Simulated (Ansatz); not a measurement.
# CH6FGaSi: up Jacob's ladder to CCSD(T), part 2 of 2

Ansatz 0.2.0, Gaussian basis; functionals in def2-TZVPP, the program's frozen cores in correlated methods.

## 14. CAM-B3LYP-D4 (range-separated)

The input, in.yaml:

```yaml
crystal:
  periodic: [false, false, false]
  atoms:
    - {symbol: F, position_ang: [-1.034014, 2.328750, -1.706229]}
    - {symbol: C, position_ang: [-1.117658, 1.285738, -0.791161]}
    - {symbol: Ga, position_ang: [0.624982, 0.365560, -0.496603]}
    - {symbol: Si, position_ang: [0.740107, -1.479880, 1.061673]}
    - {symbol: H, position_ang: [-1.501438, 1.691229, 0.153356]}
    - {symbol: H, position_ang: [-1.869958, 0.574023, -1.153731]}
    - {symbol: H, position_ang: [1.891411, 0.859072, -1.283378]}
    - {symbol: H, position_ang: [1.699937, -1.169759, 2.159268]}
    - {symbol: H, position_ang: [1.225358, -2.710653, 0.375014]}
    - {symbol: H, position_ang: [-0.575628, -1.795379, 1.684591]}
basis:
  gaussian: {orbitals: def2-TZVPP}
hamiltonian: {xc: {name: CAM-B3LYP}, dispersion: d4}
output: {orbitals: {seedname: orbitals}}
```

Started as:

```
$ ansatz run in.yaml --threads 4 --pin off --events-out ev --progress --plain --max-ram 10444MiB
```

Standard output, shortened:

```text
Functional definition: CAM-B3LYP
  name "CAM-B3LYP"
  cite "Yanai, Tew & Handy, Chem. Phys. Lett. 393, 51 (2004) doi:10.1016/j.cplett.2004.06.011"
  cite "Iikura, Tsuneda, Yanai & Hirao, J. Chem. Phys. 115, 3540 (2001) doi:10.1063/1.1383587"
  cite "Becke, Phys. Rev. A 38, 3098 (1988) doi:10.1103/PhysRevA.38.3098"
  cite "Lee, Yang & Parr, Phys. Rev. B 37, 785 (1988) doi:10.1103/PhysRevB.37.785"
  cite "Vosko, Wilk & Nusair, Can. J. Phys. 58, 1200 (1980) doi:10.1139/p80-159"
[...]
  # Exact exchange under (alpha + beta erf(omega r))/r, Becke's under what is left of 1/r.
[...]
1384 factors; their error is unknown
338 factors; integrals over basis functions are off by at most 1.4e-5 eV
[...]
mean field -64110.48856928 eV, -2356.0169992711 hartree, gradient 5.1e-5 eV, S^2 0.000000; 0 other end points of the search recorded, 0 dependent functions left out
reference -64110.48871494 eV, -2356.0170046239 hartree; 33, 33 occupied and 203, 203 virtual orbitals, 1384 factors
Total energy: -64110.65267400 eV, -2356.0230300083 hartree
```

Run time: 3.3 s. Hardware: 4 threads of Arm Neoverse V1, shared host; peak memory 0.69 GiB.

Atomisation energy: 3004.1 kJ/mol (free atoms -64079.517 eV, run apart). HOMO -8.73 eV, LUMO -1.11 eV.

## 15. LC-ωPBE (range-separated)

Changes to in.yaml since step 14:

```diff
@@ -15,3 +15,3 @@
   gaussian: {orbitals: def2-TZVPP}
-hamiltonian: {xc: {name: CAM-B3LYP}, dispersion: d4}
+hamiltonian: {xc: {name: LC-wPBE}}
 output: {orbitals: {seedname: orbitals}}
```

The command is unchanged.

Standard output, shortened:

```text
Functional definition: LC-wPBE
  name "LC-wPBE"
  cite "Vydrov & Scuseria, J. Chem. Phys. 125, 234109 (2006) doi:10.1063/1.2409292"
  cite "Heyd & Scuseria, J. Chem. Phys. 120, 7274 (2004) doi:10.1063/1.1668634"
  cite "Ernzerhof & Perdew, J. Chem. Phys. 109, 3313 (1998) doi:10.1063/1.476928"
  cite "Perdew, Burke & Ernzerhof, Phys. Rev. Lett. 77, 3865 (1996) doi:10.1103/PhysRevLett.77.3865"
  parent pbe
[...]
1346 factors; their error is unknown
433 factors; integrals over basis functions are off by at most 2.8e-5 eV
[...]
mean field -64097.03700797 eV, -2355.5226635108 hartree, gradient 1.6e-5 eV, S^2 0.000000; 0 other end points of the search recorded, 0 dependent functions left out
reference -64097.03700798 eV, -2355.5226635111 hartree; 33, 33 occupied and 203, 203 virtual orbitals, 1346 factors
Total energy: -64097.03700798 eV, -2355.5226635111 hartree
```

It took 2.5 s on 4 threads of Arm Neoverse V1, shared host.

With the free atoms at this level, -64066.084 eV in sum, the atomisation energy is 2986.5 kJ/mol. HOMO -10.02 eV, LUMO 0.06 eV.

## 16. ωB97X-V (range-separated)

Changes to in.yaml since step 15:

```diff
@@ -15,3 +15,3 @@
   gaussian: {orbitals: def2-TZVPP}
-hamiltonian: {xc: {name: LC-wPBE}}
+hamiltonian: {xc: {name: wB97X-V}}
 output: {orbitals: {seedname: orbitals}}
```

Same command.

Standard output, shortened:

```text
Functional definition: wB97X-V
  name "wB97X-V"
  cite "Mardirossian & Head-Gordon, Phys. Chem. Chem. Phys. 16, 9904 (2014) doi:10.1039/C3CP54374A"
  cite "Becke, J. Chem. Phys. 107, 8554 (1997) doi:10.1063/1.475007"
  cite "Vydrov & Van Voorhis, J. Chem. Phys. 133, 244103 (2010) doi:10.1063/1.3521275"
[...]
      + integral(e_c_pw_opposite_spin*poly(b97_u_opposite, cos0, cos1)) + vv10(b, c)
1384 factors; their error is unknown
324 factors; integrals over basis functions are off by at most 1.1e-5 eV
[...]
mean field -64101.10644341 eV, -2355.6722125047 hartree, gradient 6.6e-5 eV, S^2 0.000000; 0 other end points of the search recorded, 0 dependent functions left out
reference -64101.10644106 eV, -2355.6722124185 hartree; 33, 33 occupied and 203, 203 virtual orbitals, 1384 factors
Total energy: -64101.10644106 eV, -2355.6722124185 hartree
```

Wall time 7 s (4 threads of Arm Neoverse V1, shared host); peak memory 0.75 GiB.

Atomisation energy: 3017.1 kJ/mol (free atoms -64069.837 eV, run apart). HOMO -9.69 eV, LUMO -0.09 eV.

## 17. ωB97M-V (range-separated)

Changes to in.yaml since step 16:

```diff
@@ -15,3 +15,3 @@
   gaussian: {orbitals: def2-TZVPP}
-hamiltonian: {xc: {name: wB97X-V}}
-output: {orbitals: {seedname: orbitals}}
+hamiltonian: {xc: {name: wB97M-V}}
+output: {forces: true, orbitals: {seedname: orbitals}}
```

Same command.

Standard output, shortened:

```text
Functional definition: wB97M-V
  name "wB97M-V"
  cite "Mardirossian & Head-Gordon, J. Chem. Phys. 144, 214110 (2016) doi:10.1063/1.4952647"
  cite "Becke, J. Chem. Phys. 107, 8554 (1997) doi:10.1063/1.475007"
  cite "Vydrov & Van Voorhis, J. Chem. Phys. 133, 244103 (2010) doi:10.1063/1.3521275"
  # Of w^i u^j: cxij and so on, Table III.
[...]
  gx(w, u) = 1 - cx + cx01*u + cx10*w
  gss(w, u) = css00 + css04*u^4 + css10*w + css20*w^2 + css43*w^4*u^3
  gos(w, u) = cos00 + cos10*w + (cos20 + cos21*u)*w^2 + (cos60 + cos61*u)*w^6
[...]
      + integral(e_c_pw_mod_opposite_spin*gos(b97_w_opposite, b97_u_opposite)) + vv10(b, c)
1384 factors; their error is unknown
324 factors; integrals over basis functions are off by at most 1.1e-5 eV
[...]
Atom 0 at    -1.034014     2.328750    -1.706229 Å, force     0.029576     0.208987    -0.187337 eV/Å
Atom 1 at    -1.117658     1.285738    -0.791161 Å, force    -0.048249    -0.276166     0.248920 eV/Å
Atom 2 at     0.624982     0.365560    -0.496603 Å, force     0.070113    -0.014649    -0.007984 eV/Å
Atom 3 at     0.740107    -1.479880     1.061673 Å, force     0.012959    -0.065916     0.054070 eV/Å
Atom 4 at    -1.501438     1.691229     0.153356 Å, force     0.018460    -0.040520    -0.087929 eV/Å
Atom 5 at    -1.869958     0.574023    -1.153731 Å, force     0.055655     0.070681     0.042417 eV/Å
Atom 6 at     1.891411     0.859072    -1.283378 Å, force    -0.117465    -0.036542     0.065537 eV/Å
Atom 7 at     1.699937    -1.169759     2.159268 Å, force    -0.112747    -0.032866    -0.130557 eV/Å
Atom 8 at     1.225358    -2.710653     0.375014 Å, force    -0.057529     0.147025     0.077060 eV/Å
Atom 9 at    -0.575628    -1.795379     1.684591 Å, force     0.149228     0.039966    -0.074196 eV/Å
Dipole moment:    -0.053784    -0.208288     0.192280 e Å
```

It took 10 s on 4 threads of Arm Neoverse V1, shared host; peak memory 0.86 GiB.

With the free atoms at this level, -64072.293 eV in sum, the atomisation energy is 2991.4 kJ/mol. HOMO -9.52 eV, LUMO -0.31 eV.

## 18. B2PLYP (double hybrid)

Changes to in.yaml since step 17:

```diff
@@ -15,3 +15,2 @@
   gaussian: {orbitals: def2-TZVPP}
-hamiltonian: {xc: {name: wB97M-V}}
-output: {forces: true, orbitals: {seedname: orbitals}}
+hamiltonian: {xc: {name: B2PLYP}}
```

The command is unchanged.

Standard output, shortened:

```text
Functional definition: B2PLYP
  name "B2PLYP"
  cite "Grimme, J. Chem. Phys. 124, 034108 (2006) doi:10.1063/1.2148954"
  cite "Becke, Phys. Rev. A 38, 3098 (1988) doi:10.1103/PhysRevA.38.3098"
  cite "Lee, Yang & Parr, Phys. Rev. B 37, 785 (1988) doi:10.1103/PhysRevB.37.785"
[...]
1412 factors; integrals over basis functions are off by at most 1.0e-3 eV
[...]
mean field -64085.57142709 eV, -2355.1013111851 hartree, gradient 9.6e-6 eV, S^2 0.000000; 0 other end points of the search recorded, 0 dependent functions left out
16 core orbitals not correlated: weight in the atoms' cores, before any rotation towards them, 1.000 or more for the frozen orbitals, at most 0.000 for the correlated occupied ones
reference -64085.57161539 eV, -2355.1013181051 hartree; 17, 17 occupied and 203, 203 virtual orbitals, 1412 factors
second order -25.76228083 eV of doubles, -0.00000000 eV of singles
Total energy: -64092.52743122 eV, -2355.3569396217 hartree
```

Wall time 4.6 s (4 threads of Arm Neoverse V1, shared host); peak memory 0.59 GiB.

With the free atoms at this level, -64061.940 eV in sum, the atomisation energy is 2951.2 kJ/mol.

## 19. PBE-QIDH (double hybrid)

Changes to in.yaml since step 18:

```diff
@@ -15,2 +15,2 @@
   gaussian: {orbitals: def2-TZVPP}
-hamiltonian: {xc: {name: B2PLYP}}
+hamiltonian: {xc: {name: PBE-QIDH}}
```

Launched as before.

Standard output, shortened:

```text
Functional definition: PBE-QIDH
  name "PBE-QIDH"
  cite "Brémond, Sancho-García, Pérez-Jiménez & Adamo, J. Chem. Phys. 141, 031101 (2014) doi:10.1063/1.4890314"
  cite "Perdew, Burke & Ernzerhof, Phys. Rev. Lett. 77, 3865 (1996) doi:10.1103/PhysRevLett.77.3865"
[...]
1412 factors; integrals over basis functions are off by at most 1.0e-3 eV
[...]
mean field -64074.14770969 eV, -2354.6814973139 hartree, gradient 4.9e-6 eV, S^2 0.000000; 0 other end points of the search recorded, 0 dependent functions left out
16 core orbitals not correlated: weight in the atoms' cores, before any rotation towards them, 1.000 or more for the frozen orbitals, at most 0.000 for the correlated occupied ones
reference -64074.14772407 eV, -2354.6814978424 hartree; 17, 17 occupied and 203, 203 virtual orbitals, 1412 factors
second order -23.89870156 eV of doubles, -0.00000000 eV of singles
Total energy: -64082.11395792 eV, -2354.9742515367 hartree
```

It took 5 s on 4 threads of Arm Neoverse V1, shared host; peak memory 0.59 GiB.

With the free atoms at this level, -64051.356 eV in sum, the atomisation energy is 2967.7 kJ/mol.

## 20. Orbital energies across the functionals

Dipoles come from the runs that computed forces. Levels are read from the orbital files that the runs wrote:

```csv
functional,HOMO (eV),LUMO (eV),gap (eV),dipole (D)
LDA (SPW92),-6.37,-3.05,3.32,
PBE-D4,-6.22,-2.81,3.42,1.21
revPBE-D4,-6.17,-2.69,3.48,
BLYP-D4,-6.10,-2.74,3.36,
r2SCAN-D4,-6.49,-2.60,3.88,1.33
B97M-V,-6.60,-2.80,3.80,
PBE0-D4,-7.44,-2.02,5.42,
B3LYP-D4,-7.23,-2.28,4.95,1.39
r2SCANh-D4,-6.94,-2.33,4.62,
r2SCAN0-D4,-7.61,-1.92,5.69,
HSE06-D4,-7.05,-2.39,4.65,
BHLYP-D4,-8.51,-1.27,7.24,
CAM-B3LYP-D4,-8.73,-1.11,7.62,
LC-ωPBE,-10.02,0.06,10.08,
ωB97X-V,-9.69,-0.09,9.59,
ωB97M-V,-9.52,-0.31,9.20,1.39
```

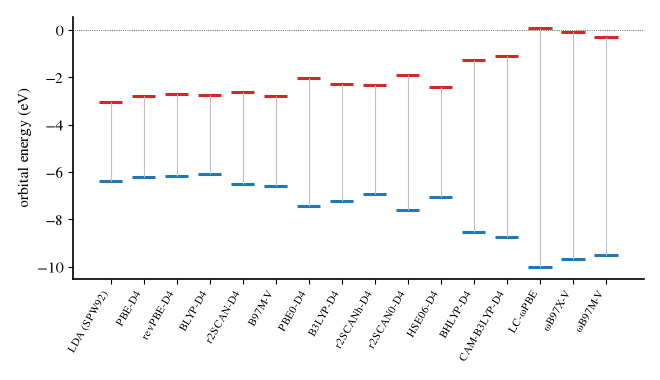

Highest occupied (blue) and lowest empty (red) level by functional.

## 21. CCSD(T) in def2-SVP

Changes to in.yaml since step 19:

```diff
@@ -14,3 +14,3 @@
 basis:
-  gaussian: {orbitals: def2-TZVPP}
-hamiltonian: {xc: {name: PBE-QIDH}}
+  gaussian: {orbitals: def2-SVP}
+correlation: {method: ccsd_t}
```

Same command.

Standard output, shortened:

```text
Functional definition: HF
  name "HF"
  cite "Fock, Z. Phys. 61, 126 (1930) doi:10.1007/BF01340294"
  parent pbe
[...]
1073 factors; integrals over basis functions are off by at most 1.1e-3 eV
[...]
mean field -64014.64177791 eV, -2352.4946946556 hartree, gradient 6.0e-6 eV, S^2 0.000000; 0 other end points of the search recorded, 0 dependent functions left out
16 core orbitals not correlated: weight in the atoms' cores, before any rotation towards them, 1.000 or more for the frozen orbitals, at most 0.000 for the correlated occupied ones
reference -64014.64177791 eV, -2352.4946946556 hartree; 17, 17 occupied and 75, 75 virtual orbitals, 1073 factors
second order -17.40672383 eV of doubles, -0.00000000 eV of singles
cycle   1  -17.75980335 eV  change   -3.5e-1 eV  update   1.1e-1
[...]
cycle   9  -18.46906631 eV  change   -1.6e-5 eV  update   2.4e-5
perturbative correction -0.48134034 eV, -0.0176889312 hartree
Total energy: -64033.59218457 eV, -2353.1911092551 hartree
```

Run time: 5.5 s. Hardware: 4 threads of Arm Neoverse V1, shared host.

## 22. CCSD(T) in def2-TZVPP

Changes to in.yaml since step 21:

```diff
@@ -14,3 +14,4 @@
 basis:
-  gaussian: {orbitals: def2-SVP}
+  gaussian: {orbitals: def2-TZVPP}
 correlation: {method: ccsd_t}
+output: {orbitals: {seedname: orbitals}}
```

The command is unchanged.

Standard output, shortened:

```text
Functional definition: HF
  name "HF"
  cite "Fock, Z. Phys. 61, 126 (1930) doi:10.1007/BF01340294"
  parent pbe
[...]
1412 factors; integrals over basis functions are off by at most 1.0e-3 eV
[...]
mean field -64028.85608238 eV, -2353.0170607100 hartree, gradient 5.5e-6 eV, S^2 0.000000; 0 other end points of the search recorded, 0 dependent functions left out
16 core orbitals not correlated: weight in the atoms' cores, before any rotation towards them, 1.000 or more for the frozen orbitals, at most 0.000 for the correlated occupied ones
reference -64028.85608238 eV, -2353.0170607100 hartree; 17, 17 occupied and 203, 203 virtual orbitals, 1412 factors
second order -21.20474008 eV of doubles, -0.00000000 eV of singles
cycle   1  -21.46005974 eV  change   -2.6e-1 eV  update   1.2e-1
[...]
cycle   9  -22.24784665 eV  change   -2.3e-5 eV  update   3.1e-5
perturbative correction -0.78009777 eV, -0.0286680643 hartree
Total energy: -64051.88402680 eV, -2353.8633220587 hartree
```

Wall time 2 min (4 threads of Arm Neoverse V1, shared host); peak memory 4.2 GiB.

## 23. MP2 in def2-QZVPP

Changes to in.yaml since step 22:

```diff
@@ -14,4 +14,3 @@
 basis:
-  gaussian: {orbitals: def2-TZVPP}
-correlation: {method: ccsd_t}
-output: {orbitals: {seedname: orbitals}}
+  gaussian: {orbitals: "def2-QZVPP.json"}
+correlation: {method: mp2}
```

The command is unchanged.

Standard output:

```text
Functional definition: HF
  name "HF"
  cite "Fock, Z. Phys. 61, 126 (1930) doi:10.1007/BF01340294"
  parent pbe
  exchange = exact_x
  correlation = 0
2758 factors; integrals over basis functions are off by at most 6.9e-4 eV
mean field evaluation 1: about -64028.0248 eV, gradient 2.7e1 eV
mean field evaluation 2: about -64028.0953 eV, gradient 2.7e1 eV
mean field evaluation 4: about -64030.3137 eV, gradient 4.2e0 eV
mean field evaluation 8: about -64030.3698 eV, gradient 4.0e-1 eV
mean field -64030.37033231 eV, -2353.0727083687 hartree, gradient 4.3e-6 eV, S^2 0.000000; 0 other end points of the search recorded, 0 dependent functions left out
16 core orbitals not correlated: weight in the atoms' cores, before any rotation towards them, 1.000 or more for the frozen orbitals, at most 0.000 for the correlated occupied ones
reference -64030.37033231 eV, -2353.0727083687 hartree; 17, 17 occupied and 420, 420 virtual orbitals, 2758 factors
second order -29.16401516 eV of doubles, -0.00000000 eV of singles
Total energy: -64059.53434748 eV, -2354.1444661578 hartree
```

It took 19 s on 4 threads of Arm Neoverse V1, shared host; peak memory 2.5 GiB.

Energy pieces by basis (eV):

```csv
basis,HF,MP2 correlation,CCSD correlation,(T),total
def2-SVP,-64014.6418,-17.4067,-18.4691,-0.4813,-64033.5922
def2-TZVPP,-64028.8561,-21.2047,-22.2478,-0.7801,-64051.8840
def2-QZVPP,-64030.3703,-29.1640,,,-64059.5343 (MP2)
```

The report of the def2-TZVPP run gives T1 = 0.0128.

## 24. From triple and quadruple zeta to the limit

This step is arithmetic on the last runs, with X = 3 and 4: exp(−7.88√X) for Hartree-Fock, X^−2.97 for correlation; only MP2 was run in the larger set, so CCSD(T) minus MP2 is added from the smaller one.

```csv
level,energy at the limit (eV)
HF,-64030.5789
MP2,-64065.6387
CCSD,-64066.6818
CCSD(T),-64067.4619
```

This is no true limit for total energies: MP2 correlation changes by a factor of 1.38 from triple to quadruple zeta (about 1.07 in light molecules), because outer-core shells are correlated in sets not made for them. Much of that cancels between molecule and atoms or ions.

## 25. RPA on PBE orbitals

Changes to in.yaml since step 23:

```diff
@@ -14,3 +14,4 @@
 basis:
-  gaussian: {orbitals: "def2-QZVPP.json"}
-correlation: {method: mp2}
+  gaussian: {orbitals: def2-TZVPP}
+hamiltonian: {xc: pbe}
+correlation: {method: rpa}
```

Launched as before.

Standard output, shortened:

```text
Functional definition: PBE
  name "PBE"
  cite "Perdew, Burke & Ernzerhof, Phys. Rev. Lett. 77, 3865 (1996) doi:10.1103/PhysRevLett.77.3865"
  parent pbe
[...]
1412 factors; integrals over basis functions are off by at most 1.0e-3 eV
[...]
mean field -64092.06752613 eV, -2355.3400384216 hartree, gradient 4.8e-6 eV, S^2 0.000000; 0 other end points of the search recorded, 0 dependent functions left out
16 core orbitals not correlated: weight in the atoms' cores, before any rotation towards them, 1.000 or more for the frozen orbitals, at most 0.000 for the correlated occupied ones
reference -64026.92375384 eV, -2352.9460489459 hartree; 17, 17 occupied and 203, 203 virtual orbitals, 1412 factors
Total energy: -64062.13994133 eV, -2354.2402199658 hartree
```

Wall time 4.3 s (4 threads of Arm Neoverse V1, shared host).

RPA correlation: -35.216 eV. No RPA run of the hydrogen atom was made, so RPA has no atomisation energy below.

## 26. All levels against the reference

Free atoms (1 F, 1 C, 1 Ga, 1 Si, 6 H) were run apart at each level; the atomisation energy is their sum less the molecule, without zero-point or spin-orbit terms.

Differences are taken before rounding.

```csv
method,rung,"atoms, summed (eV)",atomisation energy (kJ/mol),from CCSD(T)/CBS (kJ/mol),time
LDA (SPW92),LDA,-63930.749,3396.5,+392.9,1.1 s
PBE-D4,GGA,-64061.068,3009.0,+5.4,2.3 s
revPBE-D4,GGA,-64071.690,2944.1,-59.5,1.9 s
BLYP-D4,GGA,-64078.929,2962.0,-41.5,2 s
r2SCAN-D4,meta-GGA,-64074.407,3003.2,-0.4,3.9 s
B97M-V,meta-GGA,-64064.183,3007.8,+4.3,8.5 s
PBE0-D4,hybrid,-64063.477,2974.7,-28.9,2.8 s
B3LYP-D4,hybrid,-64079.978,2981.8,-21.8,4.3 s
r2SCANh-D4,hybrid,-64074.048,2986.7,-16.9,4.6 s
r2SCAN0-D4,hybrid,-64073.534,2963.8,-39.7,4.7 s
HSE06-D4,hybrid,-64063.068,2976.1,-27.4,3.2 s
BHLYP-D4,hybrid,-64075.922,2920.3,-83.3,2.9 s
CAM-B3LYP-D4,range-separated,-64079.517,3004.1,+0.6,3.3 s
LC-ωPBE,range-separated,-64066.084,2986.5,-17.1,2.5 s
ωB97X-V,range-separated,-64069.837,3017.1,+13.5,7 s
ωB97M-V,range-separated,-64072.293,2991.4,-12.2,10 s
B2PLYP,double hybrid,-64061.940,2951.2,-52.4,4.6 s
PBE-QIDH,double hybrid,-64051.356,2967.7,-35.9,5 s
HF/def2-TZVPP,wavefunction,-64006.010,2204.4,-799.2,
MP2/def2-TZVPP,wavefunction,-64019.534,2945.4,-58.1,
CCSD/def2-TZVPP,wavefunction,-64021.021,2902.5,-101.0,
CCSD(T)/def2-SVP,wavefunction,-64004.323,2824.1,-179.5,5.5 s
CCSD(T)/def2-TZVPP,wavefunction,-64021.440,2937.4,-66.1,2 min
MP2/CBS,wavefunction,-64034.426,3011.6,+8.0,
CCSD(T)/CBS,wavefunction,-64036.332,3003.6,0,2.3 min
```

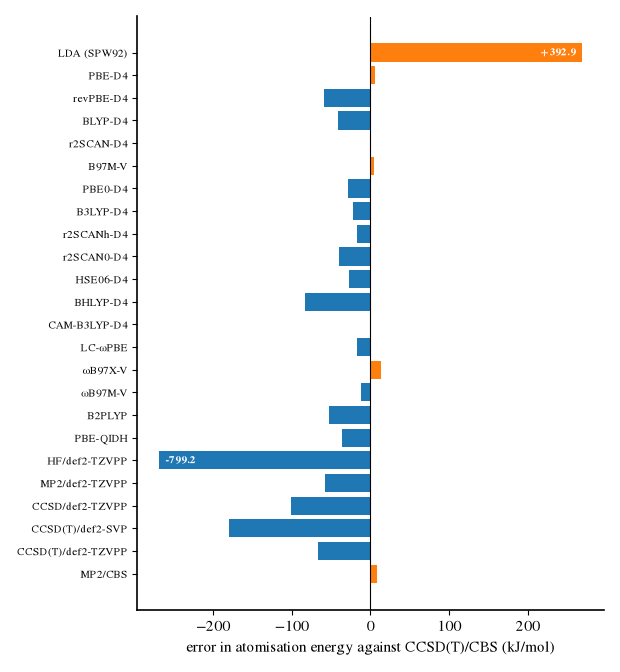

How far each level lands from CCSD(T)/CBS. Bars with a number in them are cut short.

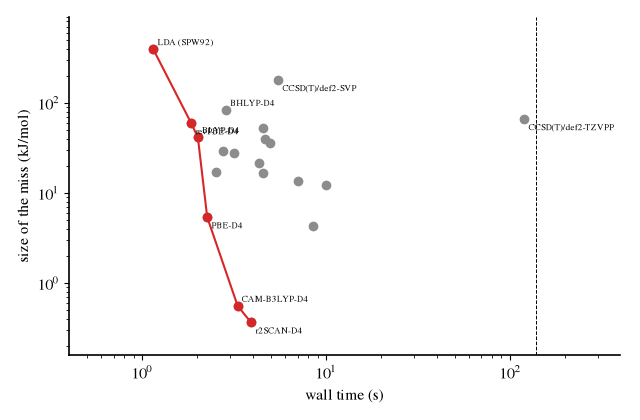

Miss against cost. Red marks the levels that no quicker level drawn beats (of those quicker than the yardstick), and the dashed line is the time of CCSD(T)/CBS. Only those levels and the largest misses are named. Times are from a shared host.

LDA (SPW92), LC-ωPBE, B2PLYP, PBE-QIDH carry no dispersion term (for B3LYP, D4 adds 29.2 kJ/mol).

Times are those of the molecule's run; HF, MP2 and CCSD come out of the CCSD(T) runs, and the limit's time is the sum of the runs that it needs.

## 27. What came out

The summary covers parts 1 to 2.

| quantity | value |
| --- | --- |
| atomisation energy, CCSD(T)/CBS | 3003.6 kJ/mol |
| functionals within 30.0 kJ/mol (1.0 %) | PBE-D4, r2SCAN-D4, B97M-V, PBE0-D4, B3LYP-D4, r2SCANh-D4, HSE06-D4, CAM-B3LYP-D4, LC-ωPBE, ωB97X-V, ωB97M-V |
| farthest beyond LDA | BHLYP-D4 (-83.3 kJ/mol) |
| mean size of error, GGA | 35.5 kJ/mol |
| mean size of error, meta-GGA | 2.3 kJ/mol |
| mean size of error, hybrid | 36.3 kJ/mol |
| mean size of error, range-separated | 10.8 kJ/mol |
| mean size of error, double hybrid | 44.1 kJ/mol |
| gap, smallest and largest | 3.32 eV (LDA (SPW92)), 10.08 eV (LC-ωPBE) |
| T1 diagnostic | 0.0128 |
| triples share of the correlation energy | 3.4 % |

What this shows: LDA overbinds by 392.9 kJ/mol (13 %). PBE-D4 misses by +5.4 kJ/mol. Double hybrids carry the basis error of their MP2 part in triple zeta, and no dispersion term here, so their miss is partly the set-up's. The rungs meta-GGA, range-separated miss on average by less than the doubt on the reference (30.0 kJ/mol), so they tie. Misses under about 30.0 kJ/mol are within the doubt on the reference itself, which lacks core-valence correlation, relativity and higher excitations, and its outer-core shells are covered unevenly. Hartree-Fock recovers 73 % of the binding; the rest is correlation. CCSD(T) in def2-SVP is off by -179.5 kJ/mol, which most functionals beat. The gap grows from 3.3 to 10.1 eV across the functionals, mostly with the share of exact exchange. Correlated methods include outer-core shells of Ga, which these sets cover unevenly.

r2SCAN-D4 reaches 0.4 kJ/mol from the reference in 3.9 s, where CCSD(T)/CBS took 2.3 min; the quickest level in the cost chart, LDA (SPW92), takes 1.1 s and misses by 392.9 kJ/mol.
